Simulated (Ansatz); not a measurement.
## Electronic structure of GaH₃N (doublet) in real space

Input file:

```
crystal:
  periodic: [false, false, false]
  atoms:
    - { symbol: "N", position_ang: [0.35293, -1.03476, 0.50273] }
    - { symbol: Ga, position_ang: [-0.02439, 0.54801, -0.21425] }
    - { symbol: H, position_ang: [0.00208, -1.93774, 0.78729] }
    - { symbol: H, position_ang: [-1.30908, 0.73217, -1.08362] }
    - { symbol: H, position_ang: [0.97845, 1.69232, 0.00785] }
magnetization:
  spin_polarized: true
  initial_magnetization: 1
basis:
  gaussian: { orbitals: def2-SVP }
hamiltonian:
  xc: pbe
  dispersion: d4
relax:
  f_tol: 0.02
  max_steps: 50
output:
  orbitals: {}
```

Run with:

```sh
ansatz run input.yaml --threads 1 --pin off --max-ram 2048MiB --backend cpu --events-out ev --progress --plain --runs-dir out
```

The fields are those of the relaxed geometry.

Theory: Ansatz, UKS PBE-D4/def2-SVP.

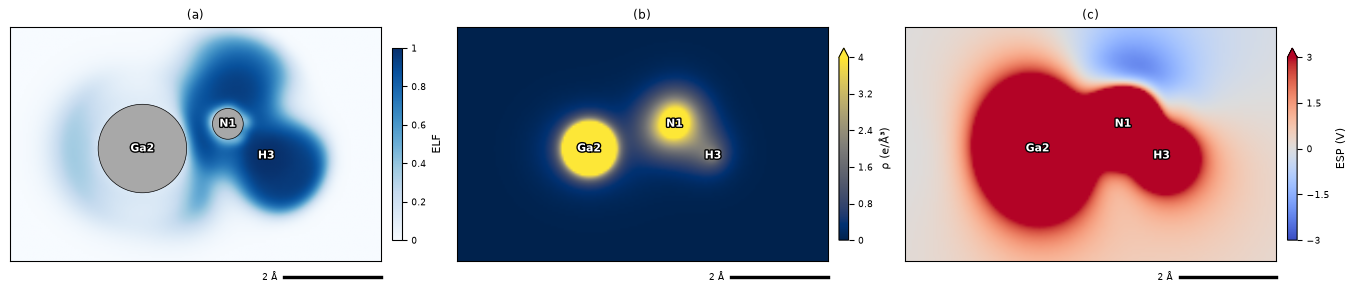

Figure 1. (a) ELF; (b) electron density; (c) molecular electrostatic potential on the plane of atoms Ga2, N1 and H3. Grey discs cover the atomic cores in the ELF map.

Question: Describe what can be read from this map.

Answer:
- The plane passes through N, Ga and H nuclei.
- Ga–N (1.84 Å): ρ is about 0.87 e/Å³ halfway; the ELF peaks at about 0.90 in the valence shell of N, 0.6 Å from its nucleus, and is about 0.35 at the midpoint.
- N–H (1.04 Å): ρ is about 2.7 e/Å³ halfway; the ELF climbs to about 1 towards the hydrogen, as it does in any bond to H: a covalent bond by its length.
- The ELF also peaks beside N1, away from the bonds: non-bonding electrons, paired or unpaired.
- Outside the dense part of the molecule the potential is most negative (−2.1 V) near N1.

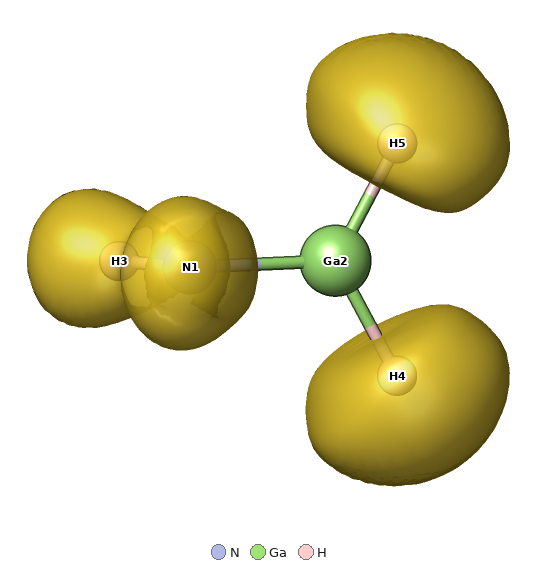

Figure 2. Isosurface of the ELF at 0.75 (yellow), seen across its widest extent. Only the valence region is drawn (cores and ρ < 0.01 e/Å³ removed).

Question: Identify the bonds, lone pairs and shells in this picture.

Answer: The surface consists of two regions around hydrogen nuclei and one joined region spread over several atoms (H, N), in which their bonds and any lone pairs are merged.

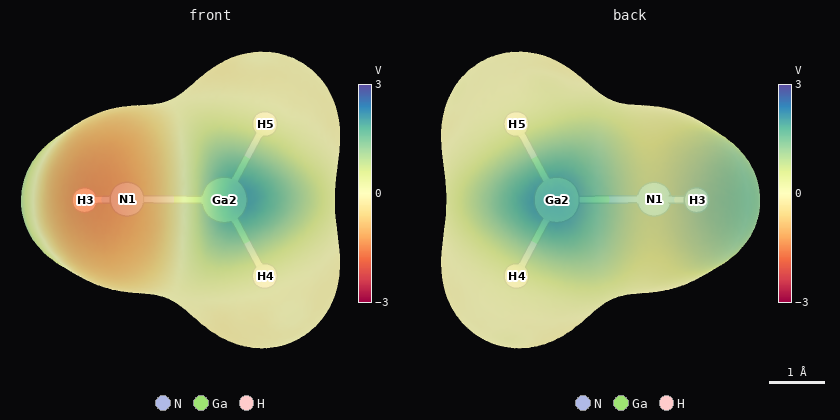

Figure 3. The electrostatic potential painted on the density surface at 0.002 e/bohr³, seen from the front and from behind; the colour scale runs from red (negative) to blue (positive).

Question: Where is the surface potential most negative and most positive?

Answer: The most negative region (about −1.5 V) lies over N1, the most positive (about +2.1 V) over Ga2. N1 is the likeliest acceptor of a hydrogen bond.
